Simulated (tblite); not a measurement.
Run report: C$_{4}$H$_{6}$F$_{3}$N, nudged elastic band

- system: C$_{4}$H$_{6}$F$_{3}$N, SMILES CC(C)=NC(F)(F)F
- method: GFN2-xTB climbing-image nudged elastic band, gas phase (tblite 0.8.0)

The run did not end well.

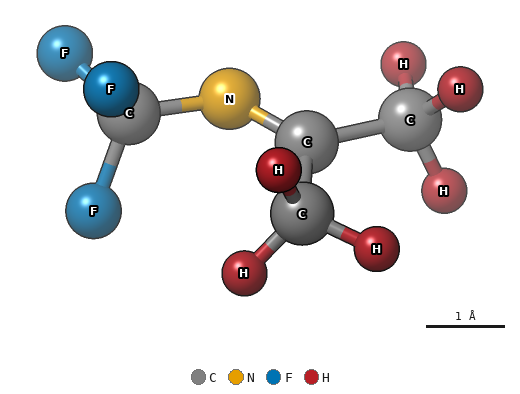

Figure 1. The structure (ball-and-stick view, seen at a tilt). Bond lengths as drawn: C–C 1.49 Å, C–F 1.33 to 1.36 Å, C–H 1.09 Å and C–N 1.27 to 1.38 Å.

Outcome

```json
{"quantity": "outcome", "value": "not converged"}
{"quantity": "forward barrier", "value": "0.632 eV"}
{"quantity": "hardware", "value": "1 CPU thread, shared host"}
{"quantity": "wall time", "value": "3.2 s"}
{"quantity": "peak memory", "value": "0.2 GiB"}
```

Diagnosis

The run did not converge. At least one of its steps failed, so the values that rest on that step are not results.

Input
```
{"job": {"xc": "GFN2-xTB", "basis": "xTB", "kind": "neb"}, "charge": 0, "multiplicity": 1}
C     -1.655956    -0.991799    -0.046676
C     -0.385760    -0.222228    -0.018036
C     -0.418484     1.177875    -0.536192
N      0.636907    -0.810551     0.456469
C      1.885860    -0.220834     0.540311
F      2.441013     0.074910    -0.659945
F      2.745805    -1.041565     1.147637
F      1.921973     0.936935     1.246227
H     -1.986352    -1.103878    -1.078323
H     -2.427415    -0.443631     0.491498
H     -1.514949    -1.970596     0.400007
H     -0.269284     1.870935     0.292819
H     -1.367744     1.398570    -1.015323
H      0.393708     1.345385    -1.242640
```

The first line tells a small driver script what to run in tblite; the rest is the geometry in Å.

Launch command:
```bash
OMP_NUM_THREADS=1 python <driver script> task.json out
```

What the program printed
```
image   E - E0 / eV
  0       0.0000
  1       0.0491
  2       0.1604
  3       0.6322
  4       0.0859
  5       0.0460
  6      -0.0002
```
